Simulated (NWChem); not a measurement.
**One shape, several levels: CuCl (cuprous chloride)**

Aim: a comparison of 3 runs (HF/3-21G, B3LYP/6-31G*) of CuCl (cuprous chloride). 

The results are computed with NWChem 7.3.0.

2 further runs of the same task are left out: 2 that didn't finish.

### 1 The molecule

CuCl has 2 atoms, charge 0, and is taken as a singlet. As SMILES, `[Cl][Cu]`. Geometry: relaxed at PBE0-D4/def2-TZVP.

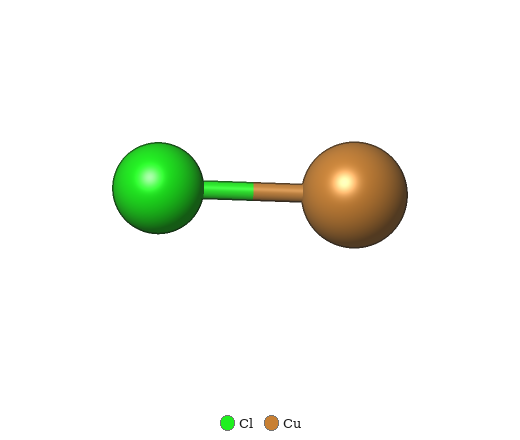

Viewed from a chosen angle; chlorine green, copper orange.

### 2 Energy and gradient at HF/3-21G (run 1)

The input, run.py:

```python
from ase import Atoms
from ase.calculators.nwchem import NWChem

atoms = Atoms(['Cl', 'Cu'], positions=[
    [0.898300, -0.345200, 0.446400],
    [-0.868800, 0.285000, -0.442400],
])

calc = NWChem(
    label='a',
    theory='scf',
    memory='2200 mb',
    basis='3-21G',
    basispar='spherical bse',
    scf={'nopen': '0', 'rhf': None, 'thresh': '1e-08', 'maxiter': '80'},
)
atoms.calc = calc

forces = atoms.get_forces()
print(f"energy = {atoms.get_potential_energy():.6f} eV")
print("forces (eV/A):")
for s, f in zip(atoms.symbols, forces):
    print(f"{s:2s} {f[0]:10.5f} {f[1]:10.5f} {f[2]:10.5f}")
print("dipole (e A):", atoms.get_dipole_moment().round(4))
```

Started as:

```
$ export ASE_NWCHEM_COMMAND="nwchem PREFIX.nwi > PREFIX.nwo"
$ python run.py
```

The log of the run:

```text
energy = -56818.432082 eV
forces (eV/A):
Cl    0.18337   -0.06541    0.09225
Cu   -0.18337    0.06541   -0.09225
dipole (e A): [-1.205   0.4298 -0.6061]
```

The calculator wrote a.nwi:

```
title "a"

permanent_dir a

scratch_dir a

start a

geometry units angstrom nocenter noautosym noautoz
  Cl 8.9829999999999999e-01 -3.4520000000000001e-01 4.4640000000000002e-01
  Cu -8.6880000000000002e-01 2.8499999999999998e-01 -4.4240000000000002e-01
end

memory 2200 mb

basis spherical bse noprint
   * library 3-21G
end

scf
  nopen 0
  rhf
  thresh 1e-08
  maxiter 80
end

task scf gradient
```

a.nwo, cut to the lines that bear on the results:

```text
[...]
      One-electron energy =  -3163.905226941977
[... 1 line left out ...]
 Nuclear repulsion energy =    125.667086393481
[... 41 lines left out ...]
                       ROHF Final Molecular Orbital Analysis
[... 180 lines left out ...]
       Multipole analysis of the density wrt the origin
[...]
  wavefunction    =   RHF
                         RHF ENERGY GRADIENTS
    atom               coordinates                        gradient
                 x          y          z           x          y          z
   1 Cl      1.697541  -0.652333   0.843574   -0.003566   0.001272  -0.001794
   2 Cu     -1.641794   0.538572  -0.836015    0.003566  -0.001272   0.001794
[...]
```

Run time: 4.2 s. Hardware: 1 thread of Intel Xeon Platinum 8375C at 2.90GHz (Ice Lake), shared host; peak memory 0.1 GiB.

### 3 Energy and forces at B3LYP/6-31G(d) (spherical functions) (run 2)

The input, run.nw:

```
start run
memory 2200 mb

geometry noautosym nocenter noautoz
  Cl    0.898300   -0.345200    0.446400
  Cu   -0.868800    0.285000   -0.442400
end

basis spherical bse
  Cl library 6-31G*
  Cu library 6-31G*
end

dft
  xc b3lyp
  mult 1
  grid xfine
  convergence energy 1e-08
  maxiter 100
  mulliken
end

task dft gradient
```

Started as:

```
$ nwchem run.nw > run.out
```

The log of the run:

```text
[...]
          Wavefunction type:  closed shell.
          No. of atoms     :     2
          No. of electrons :    46
[...]
          Charge           :     0
          Spin multiplicity:     1
[...]
          AO basis - number of functions:    52
[...]
              XC Information
              --------------
                         B3LYP Method XC Potential
                     Hartree-Fock (Exact) Exchange  0.200
                        Slater Exchange Functional  0.800 local
                    Becke 1988 Exchange Functional  0.720 non-local
              Lee-Yang-Parr Correlation Functional  0.810
                  VWN I RPA Correlation Functional  0.190 local
[...]
 d= 0,ls=0.0,diis     1  -2100.3050038181 -2.23D+03  1.16D-01  1.95D+00     1.6
[...]
 d= 0,ls=0.5,diis    62  -2100.4437215991 -7.43D-09  1.75D-06  1.08D-07    62.3
         Total DFT energy =    -2100.443721604010
      One electron energy =    -3174.811417782253
           Coulomb energy =     1044.361697447123
    Exchange-Corr. energy =      -95.661087662361
 Nuclear repulsion energy =      125.667086393481
[...]
      Total Density - Mulliken Population Analysis
     ---------------------------------------------
    Atom       Charge   Shell Charges
 -----------   ------   -------------------------------------------------------
    1 Cl  17    17.34   2.00  2.00  5.97  1.40  3.61  0.53  1.82  0.01
    2 Cu  29    28.66   2.00  2.00  6.00  2.00  5.99  0.54  0.17  0.33  0.06  6.23  3.33  0.00
[...]
  wavefunction    = closed shell
                         DFT ENERGY GRADIENTS
    atom               coordinates                        gradient
                 x          y          z           x          y          z
   1 Cl      1.697541  -0.652333   0.843574    0.015221  -0.005428   0.007656
   2 Cu     -1.641794   0.538572  -0.836015   -0.015221   0.005428  -0.007656
[...]
```

Wall time 68 s (1 thread of Intel Xeon Platinum 8375C at 2.90GHz (Ice Lake), shared host); peak memory 0.12 GiB.

### 4 Energy and gradient at B3LYP/6-31G(d) (Cartesian functions) (run 3)

The input, input.nw:

```
start input
memory stack 880 mb heap 220 mb global 1100 mb
geometry units angstrom noautosym nocenter noautoz
Cl    0.898300   -0.345200    0.446400
Cu   -0.868800    0.285000   -0.442400
end
basis cartesian
* library 6-31G*
end
dft
xc b3lyp
grid xfine
convergence energy 1e-08
maxiter 100
mulliken
end
task dft gradient
```

Started as:

```
$ nwchem input.nw > input.out
```

The log of the run:

```text
[...]
          Wavefunction type:  closed shell.
          No. of atoms     :     2
          No. of electrons :    46
[...]
          Charge           :     0
          Spin multiplicity:     1
[...]
          AO basis - number of functions:    58
[...]
              XC Information
              --------------
                         B3LYP Method XC Potential
                     Hartree-Fock (Exact) Exchange  0.200
                        Slater Exchange Functional  0.800 local
                    Becke 1988 Exchange Functional  0.720 non-local
              Lee-Yang-Parr Correlation Functional  0.810
                  VWN I RPA Correlation Functional  0.190 local
[...]
 d= 0,ls=0.0,diis     1  -2100.3115844327 -2.23D+03  1.48D-01  2.62D+00     1.6
[...]
 d= 0,ls=0.5,diis    63  -2100.4540520651 -9.00D-09  2.70D-06  1.43D-07    65.1
         Total DFT energy =    -2100.454052070967
      One electron energy =    -3174.645078425721
           Coulomb energy =     1044.151759380134
    Exchange-Corr. energy =      -95.627819418861
 Nuclear repulsion energy =      125.667086393481
[...]
      Total Density - Mulliken Population Analysis
     ---------------------------------------------
    Atom       Charge   Shell Charges
 -----------   ------   -------------------------------------------------------
    1 Cl  17    17.37   2.00  1.99  5.97  1.45  3.61  0.54  1.84 -0.03
    2 Cu  29    28.63   2.00  2.00  6.00  1.96  5.98  0.52  0.11  0.33  0.08  6.27  3.34  0.04
[...]
  wavefunction    = closed shell
                         DFT ENERGY GRADIENTS
    atom               coordinates                        gradient
                 x          y          z           x          y          z
   1 Cl      1.697541  -0.652333   0.843574    0.020051  -0.007151   0.010085
   2 Cu     -1.641794   0.538572  -0.836015   -0.020051   0.007151  -0.010085
[...]
```

Run time: 71 s. Hardware: 1 thread of Intel Xeon Platinum 8375C at 2.90GHz (Ice Lake), shared host; peak memory 0.12 GiB.

### 5 Overview of the runs

| run | level | iteration cap | module | energy (Eh) | dipole moment (D) | HOMO energy (eV) | LUMO energy (eV) | wall time |
| --- | --- | --- | --- | --- | --- | --- | --- | --- |
| 1 | HF/3-21G | 80 | scf | -2088.038883 | 6.80 | -9.53 | 0.01 | 4.2 s |
| 2 | B3LYP/6-31G* (spherical functions) | 100 | dft | -2100.443722 | 4.95 | -6.14 | -3.09 | 68 s |
| 3 | B3LYP/6-31G* (Cartesian functions) | 100 | dft | -2100.454052 | 4.99 | -6.15 | -3.08 | 71 s |

### 6 Outcome

```
                       quantity           value
            run 3: total energy  -2100.45405 Eh
           run 3: dipole moment          4.99 D
             run 3: HOMO energy        -6.15 eV
             run 3: LUMO energy        -3.08 eV
           run 3: HOMO–LUMO gap         3.07 eV
run 3: largest force on an atom      1.211 eV/Å
```

The dipole moment (its size) runs from 4.95 D (B3LYP/6-31G*) to 6.80 D (HF/3-21G). The two ends differ in method and basis. The HOMO–LUMO gap runs from 3.05 eV (B3LYP/6-31G*) to 9.55 eV (HF/3-21G). All runs together took 2.4 min, the longest 71 s.
